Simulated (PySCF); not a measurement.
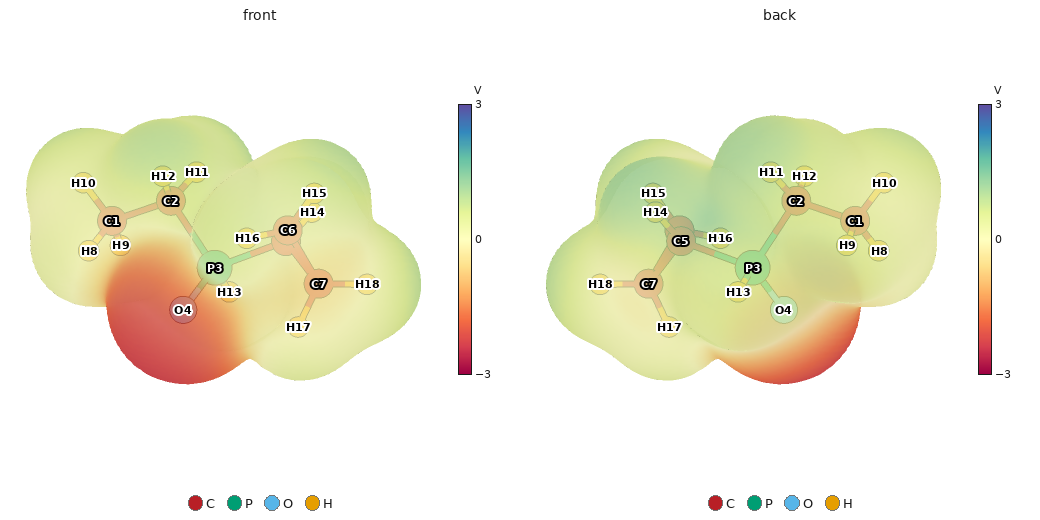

C5H11OP. The electrostatic potential painted on the density surface at 0.002 e/bohr³, seen from the front and from behind; the colour scale runs from red (negative) to blue (positive).

Geometry: GFN2-xTB.

All numbers below come from PBE0/def2-SVPD, SCF density, gas phase in PySCF 2.14.0.

| atom | x (Å) | y (Å) | z (Å) |
| --- | --- | --- | --- |
| C | 2.8326 | 0.2971 | -0.0422 |
| C | 1.5648 | -0.5068 | -0.2897 |
| P | 0.1847 | 0.6611 | -0.5945 |
| O | -0.0236 | 1.6420 | 0.4712 |
| C | -1.2714 | -0.3476 | -0.9887 |
| C | -2.1077 | -0.7437 | 0.1953 |
| C | -2.6006 | 0.3042 | -0.7404 |
| H | 2.6688 | 0.9904 | 0.7808 |
| H | 3.0918 | 0.8786 | -0.9264 |
| H | 3.6693 | -0.3533 | 0.2061 |
| H | 1.6789 | -1.1864 | -1.1345 |
| H | 1.2988 | -1.0915 | 0.5961 |
| H | 0.5273 | 1.2376 | -1.8223 |
| H | -1.1728 | -1.0395 | -1.8139 |
| H | -2.5771 | -1.7162 | 0.1914 |
| H | -1.7682 | -0.4169 | 1.1680 |
| H | -2.5871 | 1.3263 | -0.3904 |
| H | -3.4174 | 0.0711 | -1.4070 |

Q: Where is the surface potential most negative and most positive?

A: The most negative region (about −2.3 V, or −53 kcal/mol for a unit charge) lies over O4, the most positive (about +1.2 V, or +28 kcal/mol for a unit charge) over P3 and H14. O4 is the likeliest acceptor of a hydrogen bond.

Q: What dipole moment does the calculation give?

A: Its dipole moment is 3.90 D.
